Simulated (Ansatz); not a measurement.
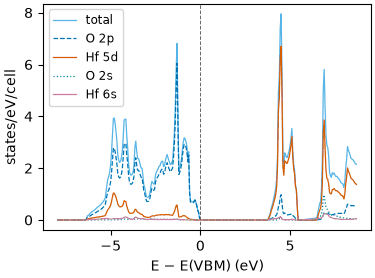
Fig. 1. Total and projected density of states of HfO₂ (fluorite, Fm-3m), PBE (plane waves, PAW; program Ansatz)

Problem. Which orbitals carry the states next to the gap?

Solution. Top 1 eV of the valence band: O 2p 94 %. Bottom 1 eV of the conduction band: Hf 5d 84 %, O 2p 12 %. Projections are on Löwdin-orthogonalised atomic valence shells; empty p or d shells of many metals are not among them.

Problem. Where is the tallest occupied peak in this window, and what makes it?

Solution. Near -1.3 eV, about 6.8 states/eV per cell; the largest projected share is O 2p.

This is a known high-temperature phase of the composition, computed here at zero pressure and temperature. Symmetry was held in the PBE relaxation. At this level the phase is dynamically unstable (imaginary phonons). No spin polarisation was allowed. Spin–orbit coupling is left out wherever it is not named.

Potentials: the later of the program's two PAW sets.
